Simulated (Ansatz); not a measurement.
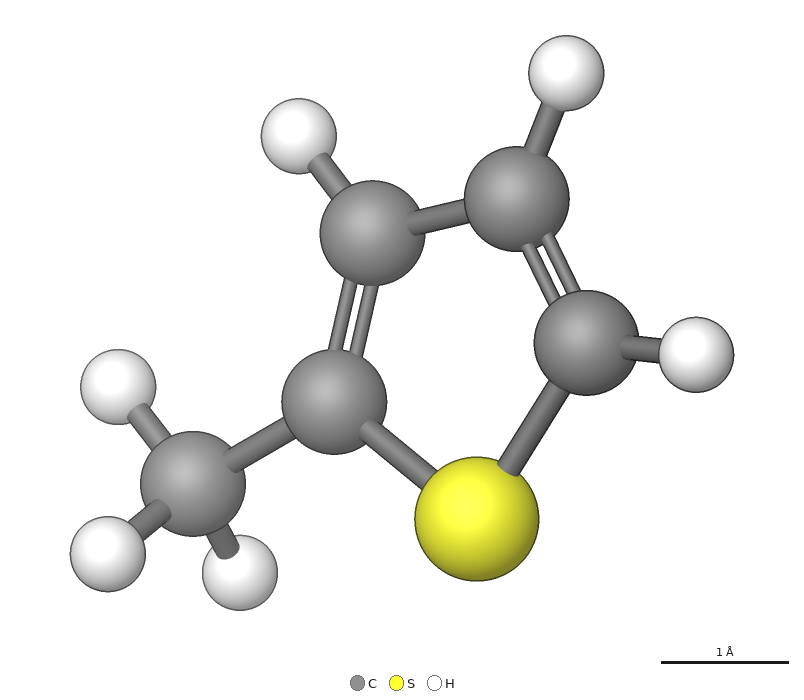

Rendered structure (ball-and-stick style).

The computed structure is the end point of a PBE0-D4/def2-TZVP optimisation.

Question: What is the molecular formula?

Answer: C₅H₆S, 12 atoms: 5 carbon, 6 hydrogen and 1 sulfur.

Question: Give the symmetry (Schoenflies symbol).

Answer: Cs.

Question: Write the SMILES.

Answer: Cc1cccs1

Question: How many bonds of each kind are drawn?

Answer: 6 C–H, 4 C–C, 2 C–S.

More results for the same structure follow; atom numbers are the same in all pictures, views and colours differ.

Shape

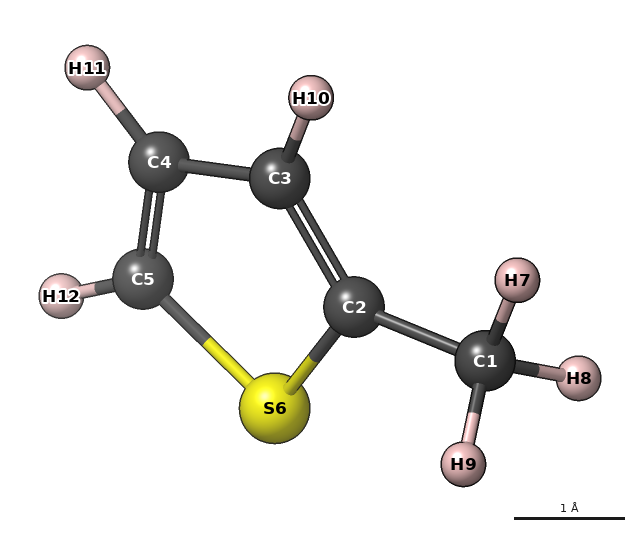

Atoms carry their numbers in the input.

Question: How are the neighbours of atom 3 arranged?

Answer: C3 has 3 neighbours (C2 at 1.36, C4 at 1.42, H10 at 1.08 Å); the arrangement is trigonal planar.

Question: What is the geometry at C2?

Answer: C2 has 3 neighbours (C1 at 1.49, C3 at 1.36, S6 at 1.72 Å); the arrangement is trigonal planar.

Question: What is the geometry at S6?

Answer: S6 has 2 neighbours (C2 at 1.72, C5 at 1.71 Å); the arrangement is bent.

Question: What is the geometry at C5?

Answer: C5 has 3 neighbours (C4 at 1.36, S6 at 1.71, H12 at 1.08 Å); the arrangement is trigonal planar.

Question: What is the dihedral angle C4–C5–S6–C2?

Answer: 0° in size, that is syn (eclipsed).

Vibrations

Harmonic vibrations computed with RKS PBE0-D4/def2-TZVP (Ansatz 0.2.0) at a stationary point of the same level.

Question: List the wavenumbers.

Answer: 30 modes: 85, 235, 303, 487, 559, 584, 691, 707, 767, 834, 875, 911, 994, 1056, 1072, 1100, 1200, 1264, 1394, 1409, 1471, 1486, 1506, 1603, 3049, 3108, 3138, 3213, 3230, 3268 cm⁻¹.

Thermal motion

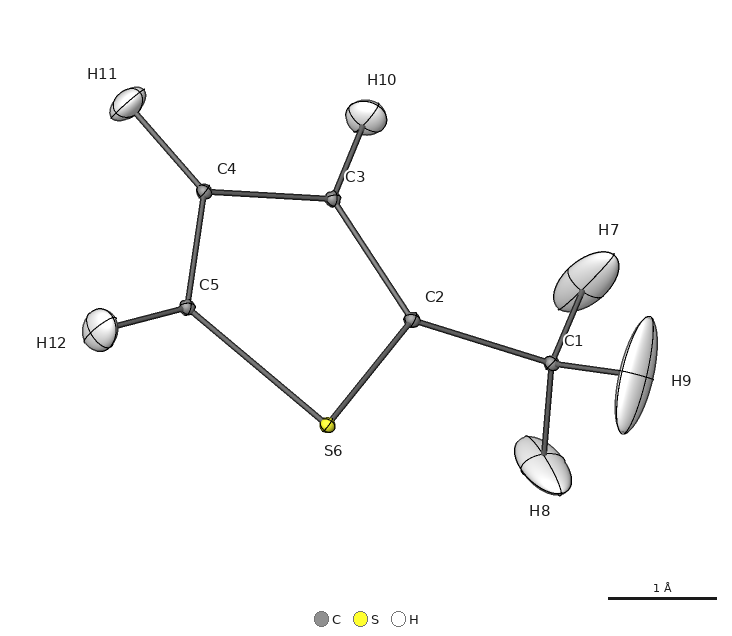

Displacement ellipsoids at the 50 % level, from the internal vibrations of the free molecule (harmonic, no overall translation or rotation; no half-axis is drawn under 0.075 Å). Vibrations computed with RKS PBE0-D4/def2-TZVP (Ansatz 0.2.0). Temperature: 100 K.

Question: Which atom moves most?

Answer: H8, H9, with U_eq = 0.0517 Å².

Question: Does H9 move more along its bond or across it?

Answer: Across it: the root-mean-square amplitude is 0.080 Å along the bond and up to 0.360 Å across, since bending and torsion are softer than stretching.

List U_eq and the three principal root-mean-square amplitudes for each kind of atom.

```json
{"atom": "C1", "U_eq (Å²)": "0.0016", "rms amplitudes (Å)": "0.038, 0.039, 0.043"}
{"atom": "C2", "U_eq (Å²)": "0.0017", "rms amplitudes (Å)": "0.033, 0.037, 0.053"}
{"atom": "C3", "U_eq (Å²)": "0.0014", "rms amplitudes (Å)": "0.032, 0.036, 0.044"}
{"atom": "C4", "U_eq (Å²)": "0.0013", "rms amplitudes (Å)": "0.030, 0.036, 0.041"}
{"atom": "C5", "U_eq (Å²)": "0.0016", "rms amplitudes (Å)": "0.031, 0.037, 0.050"}
{"atom": "S6", "U_eq (Å²)": "0.00057", "rms amplitudes (Å)": "0.021, 0.024, 0.026"}
{"atom": "H7", "U_eq (Å²)": "0.0454", "rms amplitudes (Å)": "0.081, 0.133, 0.334"}
{"atom": "H8, H9", "U_eq (Å²)": "0.0516", "rms amplitudes (Å)": "0.079, 0.138, 0.360"}
{"atom": "H10", "U_eq (Å²)": "0.0140", "rms amplitudes (Å)": "0.078, 0.122, 0.145"}
{"atom": "H11", "U_eq (Å²)": "0.0140", "rms amplitudes (Å)": "0.078, 0.120, 0.146"}
{"atom": "H12", "U_eq (Å²)": "0.0151", "rms amplitudes (Å)": "0.078, 0.122, 0.156"}
```

Electronic properties

Method: RKS BHLYP-D4/def2-TZVPP (Ansatz 0.2.0).

What does the calculation give?

- HOMO energy (Kohn–Sham orbital): −7.37 eV
- LUMO energy (Kohn–Sham orbital): 0.74 eV
- HOMO–LUMO gap: 8.11 eV
- dispersion correction: −36.9 kJ/mol
